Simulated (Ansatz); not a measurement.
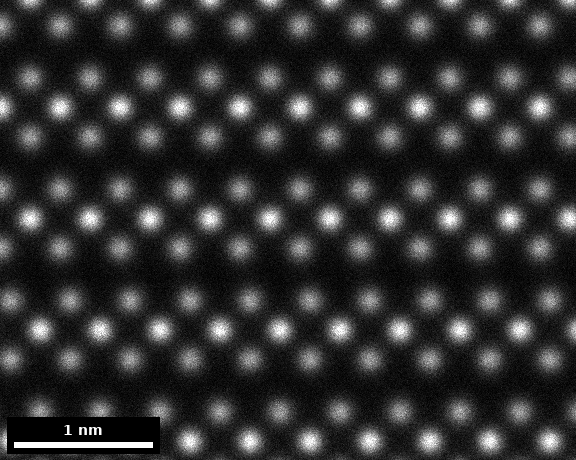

iDPC-like image of K₂Cd (I4/mmm, No. 139) along [100]. Simulated as the projected potential of neutral atoms (B = 0.8 Å²) blurred by a 1.08 Å probe, the thin-sample limit of integrated differential phase contrast. Shot noise was added.

One planar defect was built into the perfect crystal by geometry alone, without relaxation. Host structure: the geometry relaxed with DFT, PAW plane waves, r2scan (Ansatz); the starting structure was generated, so it need not be a known form of this composition.

Q: Where does the periodic pattern break, and how?

A planar fault (a stacking fault or antiphase boundary) runs horizontally about 20 Å below the top edge. The part above it is shifted along the boundary by 1/3 of the 4.32 Å repeat of the rows (1.4 Å to the right, the same as 2.9 Å to the left); both parts keep the same orientation.
